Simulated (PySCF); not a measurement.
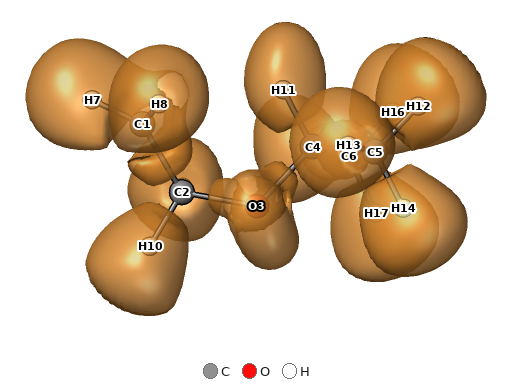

Figure 1: C$_{5}$H$_{11}$O (SMILES [CH2]COC(C)C) (doublet). Isosurface of the ELF at 0.75 (orange), seen from one side. Only the valence region is drawn (cores and ρ < 0.01 e/Å³ removed).

Geometry: GFN2-xTB.

Method: UKS B3LYP, pcH-1 on C H O, non-relativistic, mean-field spin-orbit, GIAO (PySCF).

```xyz
17

C     2.3708   -0.4811   -0.1664
C     1.6008    0.5780    0.5085
O     0.3179    0.1812    0.9331
C    -0.5804   -0.1719   -0.1123
C    -1.6087   -1.1266    0.4849
C    -1.2622    1.0634   -0.7056
H     3.2376   -0.2279   -0.7429
H     2.1470   -1.5117    0.0258
H     1.5490    1.4781   -0.1301
H     2.1014    0.8916    1.4429
H    -0.0145   -0.6881   -0.9050
H    -2.3065   -1.4561   -0.2799
H    -1.1088   -1.9921    0.9110
H    -2.1564   -0.6216    1.2758
H    -0.5317    1.7317   -1.1560
H    -1.9722    0.7627   -1.4712
H    -1.7901    1.6024    0.0775
```

Q: Describe the localisation domains.

A: The surface consists of two regions between bonded C–C atoms (shared pairs), nine regions around hydrogen nuclei, one region on O in which the atom's valence shell and bonds are merged and one joined region spread over several atoms (C, H), in which their bonds and any lone pairs are merged.

Values along the shortest contacts:
C–O (1.41 Å): the ELF peaks at about 0.90 between the atoms: a polar covalent bond. C–C (1.47 Å): the ELF peaks at about 0.95 between the atoms; a covalent bond.
